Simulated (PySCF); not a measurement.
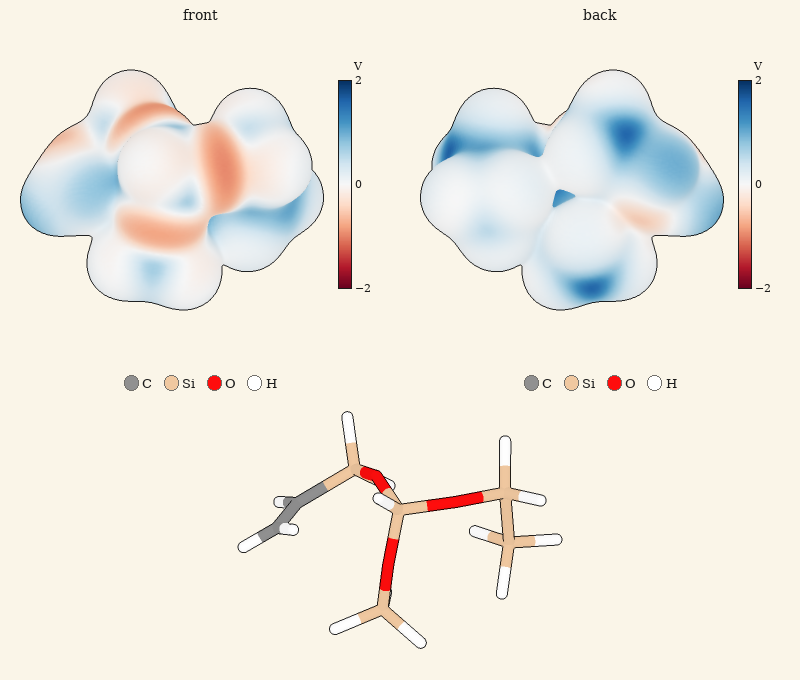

C2H14O3Si5. The electrostatic potential painted on the density surface at 0.002 e/bohr³, seen from the front and from behind; the colour scale runs from red (negative) to blue (positive). The bare structure is drawn below in the same view.

Geometry: GFN2-xTB.

Theory: PBE0/6-31G*, SCF density, gas phase, non-relativistic in PySCF 2.14.0.

Input file:

```
{"job": {"xc": "PBE0", "basis": "6-31G*", "kind": "nmr", "pop": true}, "charge": 0, "multiplicity": 1}
C      3.304011     0.357781     0.975635
C      2.967371    -0.894968     0.706243
Si     1.259519    -1.625341     1.018143
O      0.265494    -0.489794     1.612026
Si    -0.543213     0.891561     1.425797
O      0.054802     1.740524     0.192439
Si     0.690077     1.832034    -1.292968
O     -2.089149     0.565952     1.139962
Si    -3.182623    -0.395686     0.403867
Si    -2.545599    -0.794576    -1.772165
H      4.291288     0.753995     0.788556
H      2.590723     1.045694     1.401236
H      3.719027    -1.551305     0.282841
H      1.272751    -2.623781     2.089436
H      0.703564    -2.162472    -0.231108
H     -0.437188     1.682119     2.627503
H      0.943297     0.494420    -1.831185
H     -0.292542     2.560945    -2.095795
H      1.930804     2.587020    -1.117789
H     -4.407382     0.392377     0.597990
H     -3.284735    -1.600567     1.242765
H     -1.362543    -1.659317    -1.911846
H     -2.244876     0.404897    -2.568267
H     -3.614614    -1.491747    -2.504944
```

Command:

```sh
OMP_NUM_THREADS=1 python ens_run.py task.json out
```

Question: Which sites attract a positive test charge, and which a negative one?

Answer: A positive charge is drawn to the negative regions and a negative charge to the positive ones. The most negative region (about −0.9 V) lies over O4 and O8, the most positive (about +1.5 V) over Si3, Si5, Si7 and Si9.

Question: How polar is the molecule by this calculation?

Answer: Its dipole moment is 1.61 D.
